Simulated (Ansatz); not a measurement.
## Electronic structure of O4Si3 (charge −1, doublet) in real space

```xyz
7

Si   -0.7919   -0.8601   -1.7934
Si   -1.2459   -0.7503    0.5333
Si    1.1491    0.7649   -0.0865
O     0.6600    0.1744   -1.5237
O     0.0857    0.2478    1.0545
O    -2.2402   -1.2276    1.6366
O     2.3832    1.6509    0.1792
```

Geometry: r2SCAN-D4/def2-SVPD.

The calculation used UKS PBE0-D4/def2-TZVPD in Ansatz.

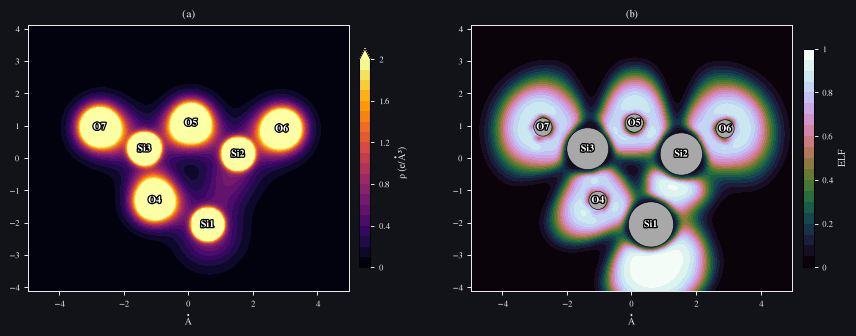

Figure 1. (a) electron density; (b) electron localisation function on the molecular plane. Grey discs cover the atomic cores in the ELF map.

What do the fields say about this system?

Answer. Atoms in the plane: Si and O.
Si–O (1.54 Å): ρ at the midpoint is about 1.5 e/Å³; the ELF peaks at about 0.80 between the atoms (a short, strongly polar bond).
Si–Si (2.37 Å): ρ at the midpoint is about 0.56 e/Å³; the ELF peaks at about 0.95 between the atoms; a covalent bond.
Si–O (1.63 Å): the density is about 1.2 e/Å³ at the midpoint; the ELF peaks at about 0.85 between the atoms, as expected for a polar covalent bond.
Si–O (1.74 Å): ρ is about 0.94 e/Å³ halfway; the ELF peaks at about 0.85 between the atoms (a polar covalent bond).
The ELF also peaks beside Si1, O4, O6, O7 and O5, away from the bonds: non-bonding electrons, paired or unpaired.

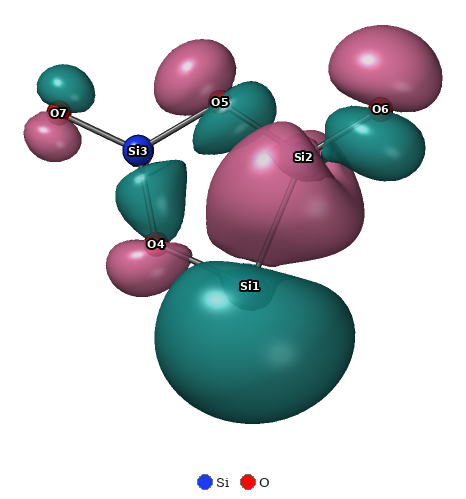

Figure 2. The HOMO−1 (α) at ±0.06 Å⁻³ᐟ² (teal and pink are the two phases), seen at a tilt.

Describe this orbital and give its energy.

Answer. It lies mainly on Si1 (about 55 %), Si2 (about 20 %) and O6 (about 15 %); it is symmetric in the molecular plane (an in-plane orbital: σ, lone-pair or in-plane π type). Its energy is −2.82 eV.

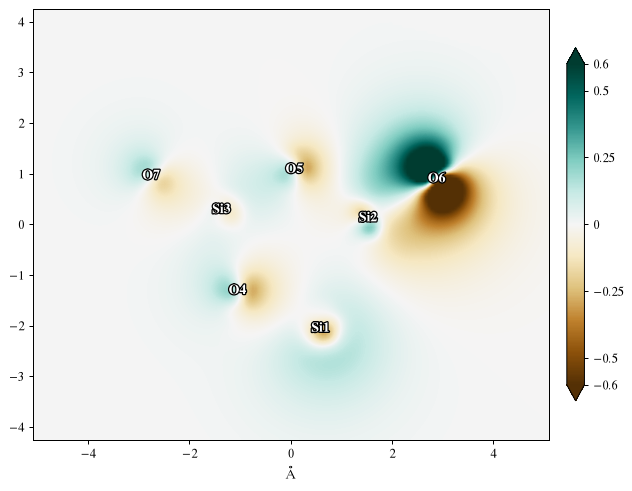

Figure 3. The HOMO−1 (β) on the molecular plane (values in Å⁻³ᐟ²; the overall sign is arbitrary).

Describe this orbital and give its energy.

Answer. It lies mainly on O6 (about 70 %) and Si2 (about 15 %); it is symmetric in the molecular plane (an in-plane orbital: σ, lone-pair or in-plane π type); largely a lone pair of O6. Its energy is −4.19 eV.
